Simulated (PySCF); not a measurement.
Consider C₅H₇OS (doublet).

```json
{"atom": "S", "x (Å)": "-2.6680", "y (Å)": "-0.4706", "z (Å)": "-0.7705"}
{"atom": "C", "x (Å)": "-1.3120", "y (Å)": "-1.1008", "z (Å)": "0.5047"}
{"atom": "C", "x (Å)": "-0.0988", "y (Å)": "-0.3569", "z (Å)": "0.3978"}
{"atom": "C", "x (Å)": "0.9269", "y (Å)": "-0.4370", "z (Å)": "-0.6885"}
{"atom": "C", "x (Å)": "1.7068", "y (Å)": "0.8133", "z (Å)": "-0.4212"}
{"atom": "C", "x (Å)": "1.1451", "y (Å)": "1.4446", "z (Å)": "0.6120"}
{"atom": "O", "x (Å)": "0.0633", "y (Å)": "0.7969", "z (Å)": "1.1124"}
{"atom": "H", "x (Å)": "-2.7250", "y (Å)": "0.7480", "z (Å)": "-0.2457"}
{"atom": "H", "x (Å)": "-1.2134", "y (Å)": "-2.1363", "z (Å)": "0.1982"}
{"atom": "H", "x (Å)": "-1.8052", "y (Å)": "-1.0013", "z (Å)": "1.4655"}
{"atom": "H", "x (Å)": "0.4672", "y (Å)": "-0.4456", "z (Å)": "-1.6870"}
{"atom": "H", "x (Å)": "1.5424", "y (Å)": "-1.3432", "z (Å)": "-0.6215"}
{"atom": "H", "x (Å)": "2.5635", "y (Å)": "1.1259", "z (Å)": "-0.9818"}
{"atom": "H", "x (Å)": "1.4065", "y (Å)": "2.3625", "z (Å)": "1.1035"}
```

Geometry: GFN2-xTB.

Theory: UKS B3LYP, pcH-1 on C H O S, non-relativistic, mean-field spin-orbit, GIAO (PySCF 2.14.0, density-fitted response routines).

> What will maps of the electron density, electron localisation function and spin density show?

C–C (1.33 Å): the density is about 2.3 e/Å³ at the midpoint; the ELF peaks at about 0.95 between the atoms: a short, multiple covalent bond.
C–O (1.36 Å): ρ is about 2.3 e/Å³ halfway, with its minimum of 2 e/Å³ about 0.5 Å from C; the ELF peaks at about 0.90 between the atoms; a shared but strongly polarised pair.
C–H (1.07 Å): the density is about 2.1 e/Å³ at the midpoint; the ELF climbs to about 1 towards the hydrogen, as it does in any bond to H (an ordinary covalent bond to hydrogen).
C–C (1.50 Å): ρ at the midpoint is about 1.8 e/Å³; the ELF peaks at about 0.95 between the atoms, as expected for a covalent bond.
The unpaired spin (1 electron) lies mostly on C3 (about 0.5), S1 (about 0.2) and O7 (about 0.1), in electrons by Hirshfeld's partition.

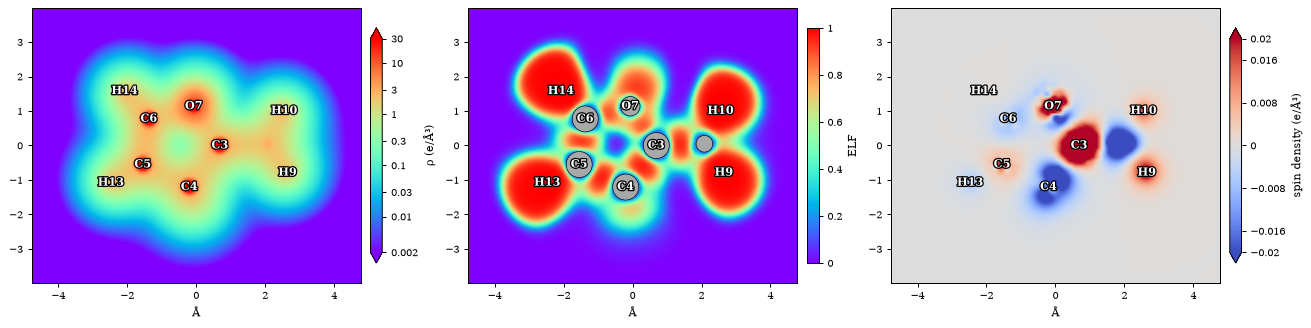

Computed electron density, electron localisation function and spin density on the plane of atoms C3, C4 and C5, in this order. Grey discs cover the atomic cores in the ELF map. 
